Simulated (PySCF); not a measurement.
# NMR shielding calculation of C8H16Si

System: C8H16Si.
Method: GIAO PBE0/pcSseg-1 NMR shielding, non-relativistic, gas phase (PySCF 2.14.0).

The geometry comes from this level: PBE0-D3(BJ)/def2-SVP. It belongs to a series of runs on one base structure; here: constitutional isomer. Figures and captions count atoms from 1; the log counts them from 0 in places.

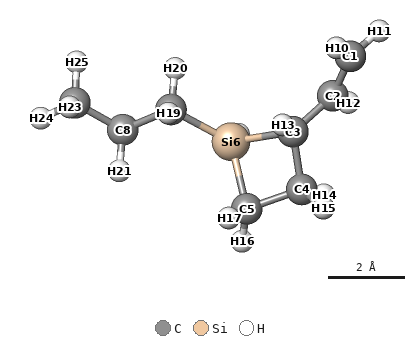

*The structure as given in the input (ball-and-stick view, seen on its broad side; atoms are numbered from 1 in the order of the input).*

Bond lengths as drawn: C–C 1.34 to 1.56 Å, C–H 1.09 to 1.11 Å, C–Si 1.88 to 1.91 Å and H–Si 1.50 Å.

Input file
```
{"job": {"kind": "nmr", "xc": "PBE0", "basis": "pcSseg-1"}, "charge": 0, "multiplicity": 1}
C     -3.451609    -1.540291    -0.716174
C     -2.951586    -0.301164    -0.754239
C     -2.030316     0.303286     0.235258
C     -2.318819     1.752299     0.726419
C     -0.886605     2.269709     1.016624
Si    -0.295131     0.965644    -0.223643
C      1.236431    -0.074163     0.101492
C      2.556564     0.687536    -0.020875
C      3.778667    -0.180097     0.241001
H     -3.222757    -2.223578     0.107913
H     -4.102671    -1.917706    -1.508812
H     -3.218030     0.342668    -1.603861
H     -1.905965    -0.363508     1.107360
H     -2.764595     2.330491    -0.101707
H     -3.026268     1.810606     1.571100
H     -0.716656     3.343423     0.857466
H     -0.569641     2.015147     2.041631
H     -0.266554     1.501947    -1.623791
H      1.141648    -0.514852     1.110310
H      1.220598    -0.927177    -0.601343
H      2.556288     1.540521     0.680426
H      2.632472     1.134140    -1.027809
H      3.752294    -0.607918     1.255514
H      4.713097     0.394352     0.145015
H      3.827559    -1.021532    -0.468960
```

The first line tells a small driver script what to run in PySCF; the rest is the geometry in Å.

Launched with:
```bash
OMP_NUM_THREADS=1 python <driver script> task.json out
```

What the program printed
```
coarse grid: 20232 points
cycle   1  E = -603.2539426943  dE =  7.383e-01  |g| = 5.269e-01  |ddm| = 4.335e+00
cycle   2  E = -603.2382775192  dE =  1.567e-02  |g| = 5.899e-01  |ddm| = 1.004e+00
cycle   3  E = -603.3307778646  dE = -9.250e-02  |g| = 3.921e-02  |ddm| = 5.536e-01
cycle   4  E = -603.3310002270  dE = -2.224e-04  |g| = 2.590e-02  |ddm| = 6.529e-02
cycle   5  E = -603.3311605913  dE = -1.604e-04  |g| = 7.897e-03  |ddm| = 2.886e-02
cycle   6  E = -603.3311756382  dE = -1.505e-05  |g| = 2.584e-03  |ddm| = 9.383e-03
cycle   7  E = -603.3311772926  dE = -1.654e-06  |g| = 4.251e-04  |ddm| = 2.475e-03
final grid: 187544 points
cycle   8  E = -603.3867182452  dE = -4.201e-05  |g| = 9.329e-03  |ddm| = 3.246e-02
cycle   9  E = -603.3867096053  dE =  8.640e-06  |g| = 1.100e-02  |ddm| = 1.826e-02
cycle  10  E = -603.3867414824  dE = -3.188e-05  |g| = 1.035e-03  |ddm| = 1.003e-02
cycle  11  E = -603.3867417267  dE = -2.443e-07  |g| = 3.504e-04  |ddm| = 1.151e-03
cycle  12  E = -603.3867417566  dE = -2.991e-08  |g| = 9.028e-05  |ddm| = 3.513e-04
cycle  13  E = -603.3867417586  dE = -1.947e-09  |g| = 2.201e-05  |ddm| = 1.039e-04
cycle  14  E = -603.3867417587  dE = -1.157e-10  |g| = 4.982e-06  |ddm| = 2.508e-05
```

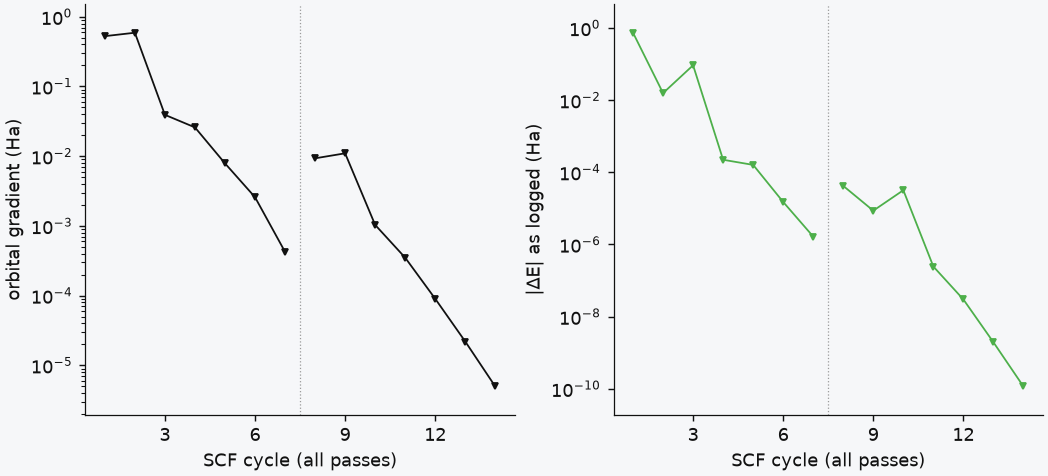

*Convergence of the self-consistent field: orbital gradient and size of the energy change against the SCF cycle. The dotted line marks the change from a coarse to the final integration grid.*

The first 7 cycles use a coarse grid, the final grid takes over at cycle 8, and the field converges after 14 cycles in all.

```
converged SCF energy = -603.3867417587

GIAO shielding tensors (ppm)
atom      isotropic    diamagn.    paramagn.     s11        s22        s33       span
  0 C       68.873     254.311    -185.439    -39.172     91.907    153.882    193.055
  1 C       34.180     253.458    -219.277    -87.008     45.869    143.681    230.689
  2 C      145.499     256.205    -110.707    118.613    146.183    171.700     53.086
  3 C      155.623     252.523     -96.900    140.075    152.116    174.677     34.602
  4 C      174.355     258.283     -83.928    157.481    177.509    188.074     30.594
  5 Si     346.756     882.417    -535.660    302.415    363.692    374.163     71.748
  6 C      164.577     257.880     -93.303    151.046    159.626    183.059     32.013
  7 C      165.030     246.948     -81.918    156.821    165.487    172.781     15.960
  8 C      164.139     243.532     -79.393    150.048    156.536    185.833     35.785
  9 H       26.242      32.292      -6.050     22.910     25.210     30.606      7.696
 10 H       26.403      27.452      -1.048     23.454     25.031     30.725      7.272
 11 H       25.293      30.785      -5.493     22.813     23.857     29.208      6.394
 12 H       29.155      36.033      -6.879     26.915     28.938     31.611      4.696
 13 H       29.408      31.640      -2.233     26.099     28.063     34.061      7.963
 14 H       28.821      29.603      -0.782     24.271     26.419     35.774     11.502
 15 H       30.309      31.532      -1.223     25.924     27.474     37.528     11.605
 16 H       30.418      33.534      -3.115     27.615     28.137     35.503      7.888
 17 H       26.719      31.488      -4.769     23.839     26.284     30.034      6.195
 18 H       30.620      35.980      -5.360     26.098     30.856     34.907      8.809
 19 H       30.631      35.654      -5.023     26.172     30.580     35.141      8.969
 20 H       30.075      31.217      -1.142     24.361     31.165     34.698     10.337
 21 H       30.125      31.075      -0.949     24.296     30.505     35.575     11.279
 22 H       30.374      28.230       2.144     26.260     28.744     36.116      9.856
 23 H       29.977      25.439       4.538     25.252     27.096     37.583     12.331
 24 H       30.344      28.195       2.149     26.409     28.514     36.109      9.700
```

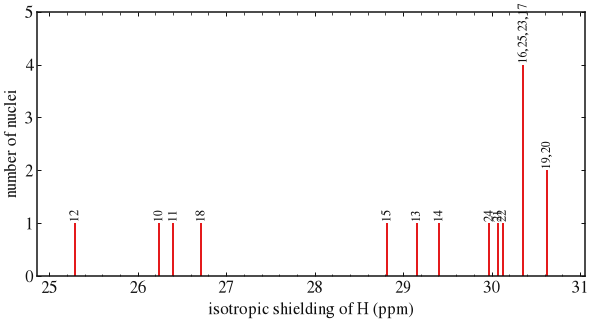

*Isotropic shieldings of the hydrogen nuclei in this fixed geometry, labelled by atom number; shielding grows to the right, so chemical shift grows to the left.*

The least shielded is H12 (25.3 ppm), the most shielded H20 (30.6 ppm).

Summary

```json
{"quantity": "outcome", "value": "converged"}
{"quantity": "total energy", "value": "−603.386742 hartree"}
{"quantity": "HOMO", "value": "−6.63 eV"}
{"quantity": "LUMO", "value": "0.42 eV"}
{"quantity": "dipole moment", "value": "1.18 D"}
{"quantity": "isotropic shielding, C", "value": "34.2 to 174.4 ppm"}
{"quantity": "isotropic shielding, Si", "value": "346.8 ppm"}
{"quantity": "isotropic shielding, H", "value": "25.3 to 30.6 ppm"}
{"quantity": "hardware", "value": "1 CPU thread, shared host"}
{"quantity": "wall time", "value": "1.8 min"}
{"quantity": "peak memory", "value": "1.2 GiB"}
```
